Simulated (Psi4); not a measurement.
# HF/may-cc-pVTZ (density fitting, sweep point 7) run of AlBNH4F (SMILES [NH2][AlH][BH]F)

What is the vertical ionisation energy of AlBNH4F at HF/may-cc-pVTZ (density fitting, sweep point 7)? 

The results are computed with Psi4 1.11.

**1. Starting point**

The species is AlBNH4F (8 atoms), meant as a singlet with charge 0. SMILES: `[NH2][AlH][BH]F`. The shape is that of a PBE0-D4/def2-TZVP optimisation. This is one conformer, not always the lowest.

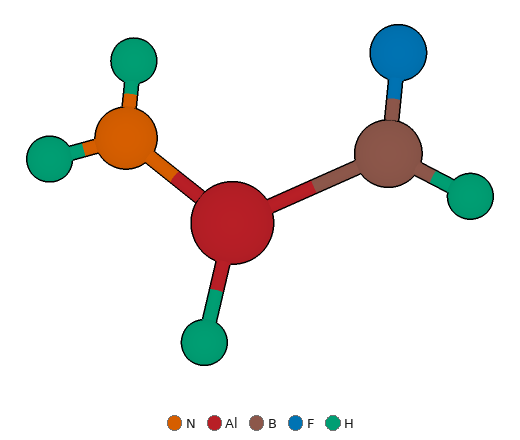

Viewed from a chosen angle; nitrogen orange, aluminium red, boron brown, fluorine blue, hydrogen teal.

**2. A single-point energy at HF/may-cc-pVTZ (density fitting, sweep point 7)**

Contents of job.inp:

```
memory 1600 mb

molecule {
  0 1
  N     -1.034900     1.238000     0.178100
  Al     0.358400     0.247200     0.637000
  B      0.824000    -1.438600    -0.645900
  F      0.022100    -1.693000    -1.675500
  H     -1.365500     2.050100     0.674400
  H     -1.614500     1.063500    -0.627700
  H      1.149400     0.679500     1.946200
  H      1.753200    -2.203800    -0.542400
  symmetry c1
}

set {
  basis may-cc-pVTZ
  puream true
  scf_type df
}

energy('hf')
```

Run with:

```bash
psi4 -i job.inp -o job.out -n 1
```

job.out:

```text
[...]
  Running in c1 symmetry.
[...]
  Nuclear repulsion =  128.701780416363988
[...]
  Multiplicity = 1
[...]
  Nalpha       = 19
  Nbeta        = 19
[...]
    Number of basis functions: 196
[...]
   @DF-RHF iter   1:  -422.81341893269303   -1.26085e+00   3.03264e-03 ADIIS/DIIS
[...]
   @DF-RHF iter   8:  -422.96290866249706   -5.28917e-08   2.62104e-07 DIIS
[...]
    Orbital Energies [Eh]
    ---------------------
    Doubly Occupied:
       1A    -58.452083     2A    -26.300569     3A    -15.526292
       4A     -7.653989     5A     -4.869338     6A     -3.184474
       7A     -3.182702     8A     -3.182088     9A     -1.610026
      10A     -1.106980    11A     -0.779911    12A     -0.695264
      13A     -0.665969    14A     -0.638436    15A     -0.607149
      16A     -0.568498    17A     -0.464558    18A     -0.400068
      19A     -0.377439
[...]
  @DF-RHF Final Energy:  -422.96290866249706
   => Energetics <=
    Nuclear Repulsion Energy =            128.7017804163639880
    One-Electron Energy =                -842.7976957639988314
    Two-Electron Energy =                 291.1330066851378433
    Total Energy =                       -422.9629086624970569
[...]
 Multipole Moments:
 ------------------------------------------------------------------------------------
     Multipole            Electronic (a.u.)      Nuclear  (a.u.)        Total (a.u.)
 ------------------------------------------------------------------------------------
 L = 1.  Multiply by 2.5417464519 to convert [e a0] to [Debye]
 Dipole X            :          1.1923225           -1.2650672           -0.0727447
 Dipole Y            :         -4.2661372            4.5014775            0.2353403
 Dipole Z            :         -3.0393645            3.1839499            0.1445854
 Magnitude           :                                                    0.2856253
[...]
```

Wall time 4.8 s (1 thread of Intel Xeon at 2.60GHz (Ice Lake), shared host); peak memory 0.43 GiB.

**3. The doublet cation at the same level**

Contents of job.inp:

```
memory 1600 MB

molecule geom {
  1 2
  N     -1.034900     1.238000     0.178100
  Al     0.358400     0.247200     0.637000
  B      0.824000    -1.438600    -0.645900
  F      0.022100    -1.693000    -1.675500
  H     -1.365500     2.050100     0.674400
  H     -1.614500     1.063500    -0.627700
  H      1.149400     0.679500     1.946200
  H      1.753200    -2.203800    -0.542400
  units angstrom
  symmetry c1
}

set basis may-cc-pVTZ
set reference uhf
set puream true
set scf_type df
set maxiter 100

energy('scf')
```

Run with:

```bash
psi4 -n 1 job.inp job.out
```

job.out:

```text
[...]
  Running in c1 symmetry.
[...]
  Nuclear repulsion =  128.701780416363988
[...]
  Multiplicity = 2
[...]
  Nalpha       = 19
  Nbeta        = 18
[...]
    Number of basis functions: 196
[...]
   @DF-UHF iter   1:  -422.45608817398454   -9.03523e-01   3.02314e-03 ADIIS/DIIS
[...]
   @DF-UHF iter  10:  -422.62839667744100   -2.73556e-07   5.96808e-07 DIIS
[...]
   @S^2 Observed:                7.744766193E-01
[...]
    Orbital Energies [Eh]
    ---------------------
    Alpha Occupied:
       1A    -58.721817     2A    -26.568116     3A    -15.718620
       4A     -7.974718     5A     -5.136616     6A     -3.454569
       7A     -3.450116     8A     -3.447051     9A     -1.870332
      10A     -1.293701    11A     -1.048920    12A     -0.967283
      13A     -0.916442    14A     -0.898036    15A     -0.823514
      16A     -0.802404    17A     -0.723259    18A     -0.682166
      19A     -0.583973
    Alpha Virtual:
      20A     -0.207422    21A     -0.101545    22A     -0.091342
      23A     -0.079198    24A     -0.068966    25A     -0.063063
[...]
  @DF-UHF Final Energy:  -422.62839667744100
   => Energetics <=
    Nuclear Repulsion Energy =            128.7017804163639880
    One-Electron Energy =                -833.4861296521158920
    Two-Electron Energy =                 282.1559525583109576
    Total Energy =                       -422.6283966774410032
  UHF NO Occupations:
  HONO-2 :   17  A 1.9968606
  HONO-1 :   18  A 1.9917667
  HONO-0 :   19  A 1.0000000
  LUNO+0 :   20  A 0.0082333
  LUNO+1 :   21  A 0.0031394
[...]
 Multipole Moments:
 ------------------------------------------------------------------------------------
     Multipole            Electronic (a.u.)      Nuclear  (a.u.)        Total (a.u.)
 ------------------------------------------------------------------------------------
 L = 1.  Multiply by 2.5417464519 to convert [e a0] to [Debye]
 Dipole X            :          2.1887519           -1.2650672            0.9236847
 Dipole Y            :         -4.8200320            4.5014775           -0.3185545
 Dipole Z            :         -2.6005317            3.1839499            0.5834182
 Magnitude           :                                                    1.1380014
[...]
```

It took 5.1 s on 1 thread of Intel Xeon at 2.60GHz (Ice Lake), shared host; peak memory 0.43 GiB.

**4. What came out**

Level: HF/may-cc-pVTZ (density fitting, sweep point 7).

| quantity | value |
| --- | --- |
| singlet AlBNH4F: total energy | -422.96291 Eh |
| singlet AlBNH4F: dipole moment | 0.73 D |
| singlet AlBNH4F: HOMO energy | -10.27 eV |
| singlet AlBNH4F: LUMO energy | 0.48 eV |
| singlet AlBNH4F: HOMO–LUMO gap | 10.75 eV |
| doublet cation: total energy | -422.62840 Eh |
| doublet cation: HOMO energy (highest over α and β) | -15.89 eV |
| doublet cation: LUMO energy (lowest over α and β) | -8.01 eV |
| doublet cation: ⟨S²⟩ | 0.774 |
| vertical ionisation energy (to the doublet cation) | 9.103 eV |

**Reading.** Removing an electron at fixed nuclei costs 9.10 eV (878 kJ/mol). −ε(HOMO) before ionisation, 10.27 eV, is 1.17 eV above this ionisation energy.
